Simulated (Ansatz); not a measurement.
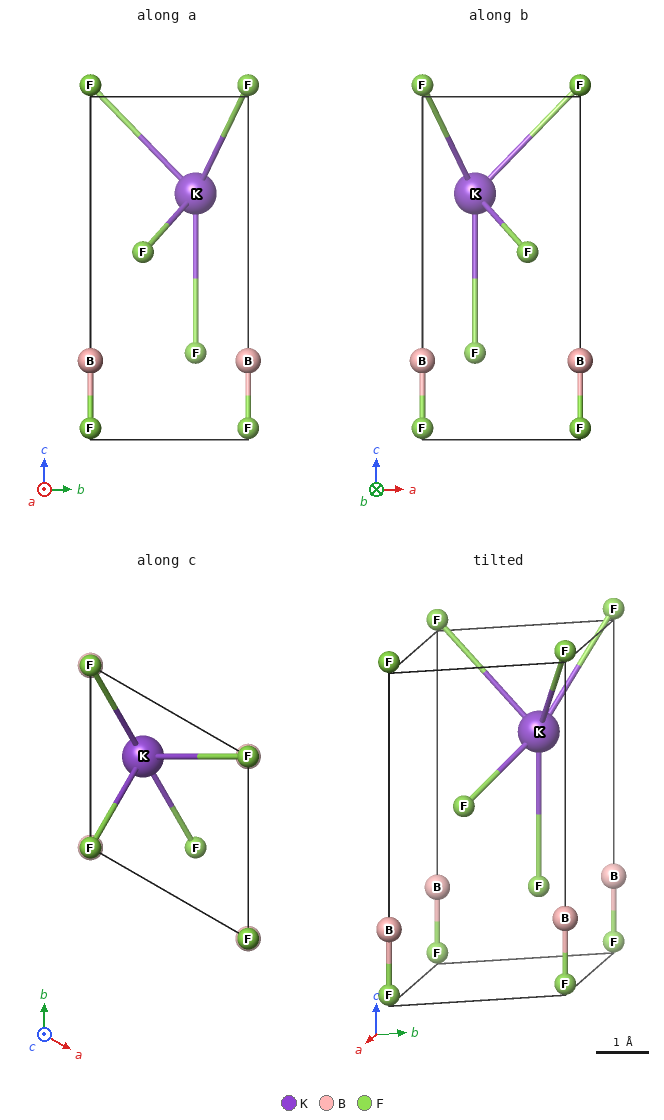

An orthographic ball-and-stick view of the structure, along the a axis, along the b axis, along the c axis and slightly off an axis. Thin lines show the conventional unit cell, with boundary atoms drawn in all their periodic places.

Lattice parameters: a = 3.570 Å, b = 3.570 Å, c = 6.726 Å, α = 90.00°, β = 90.00°, γ = 120.00°. Put a along x and b in the xy plane.

Question: From the views, write a POSCAR file, with free fractional coordinates to two decimals.

Answer:
```
K B F
1.0
     3.570    0.000    0.000
    -1.785    3.092    0.000
     0.000    0.000    6.726
K B F
1 1 3
Direct
  0.3333 0.6667 0.72
  0.00 0.00 0.23
  0.00 0.00 0.03
  0.3333 0.6667 0.25
  0.6667 0.3333 0.55
```

The model was built from a structure type filled with these elements by a generator (whether the compound takes this form wasn't checked). Earlier steps of the study, as a rule a relaxation of our own, may have changed the cell and positions, so they can lie some per cent off the listed ones. It was run through Ansatz as a DFT input.
